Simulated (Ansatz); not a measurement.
**A ladder of methods for SiH2F2 (SMILES F[SiH2]F)**

SiH2F2: 5 atoms, total charge 0, spin state singlet. As SMILES, `F[SiH2]F`. The shape is that of a PBE0-D4/def2-TZVP optimisation.

```csv
atom,x (Å),y (Å),z (Å)
F,-1.0790,0.5382,0.9807
Si,-0.0052,-0.0005,-0.0541
F,1.2476,-0.5206,0.7669
H,-0.5905,-1.1387,-0.7863
H,0.4271,1.1217,-0.9073
```

Each level gives the energy change with the F1–Si2 bond stretched from 1.586 to 3.171 Å (eV). The values are calculated.

```
                        level                    kind  program  value (eV)  less FCI/STO-3G  CPU time (all runs)
       HF/STO-3G (restricted)            Hartree–Fock   Ansatz        9.36            +5.21                0.2 s
      PBE/STO-3G (restricted)                     GGA   Ansatz        5.84            +1.69                2.3 s
   revPBE/STO-3G (restricted)                     GGA   Ansatz        5.65            +1.50                2.3 s
   r2SCAN/STO-3G (restricted)                meta-GGA   Ansatz        6.24            +2.09                5.9 s
CAM-B3LYP/STO-3G (restricted)  range-separated hybrid   Ansatz        7.29            +3.14                2.7 s
   B2PLYP/STO-3G (restricted)           double hybrid   Ansatz        6.09            +1.94                3.5 s
 CCSDT(Q)/STO-3G (restricted)   coupled cluster or CI   Ansatz        4.14            -0.01                1.7 s
   CCSDTQ/STO-3G (restricted)   coupled cluster or CI   Ansatz        4.15             0.00                 49 s
                   FCI/STO-3G      exact in the basis   Ansatz        4.15             0.00                5.2 s
```

FCI/STO-3G is exact within its basis and frozen core, so for wave-function methods in that basis the difference is their error; functionals converge differently with the basis, so for them it is only a difference. Spin-restricted single references rise too steeply as a bond breaks, Hartree–Fock most of all. Perturbation and coupled-cluster corrections on them can overshoot downwards. The first shape isn't each level's own minimum. The values span 4.14 to 9.36 eV. All rows use very small basis sets, so even the best lies far from the true value. CPU times are rough (shared hosts, several kinds of processor): they show what a rung costs within a factor of a few.

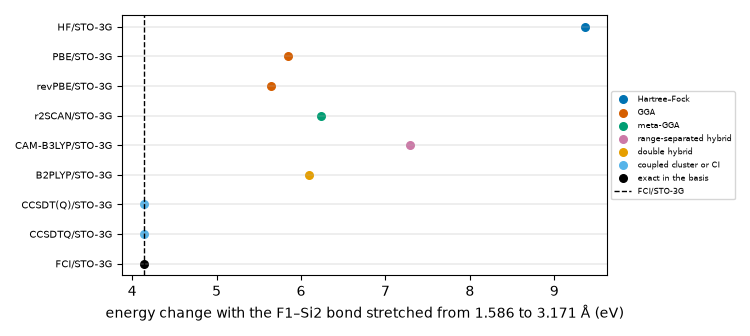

The values of the table, level by level.
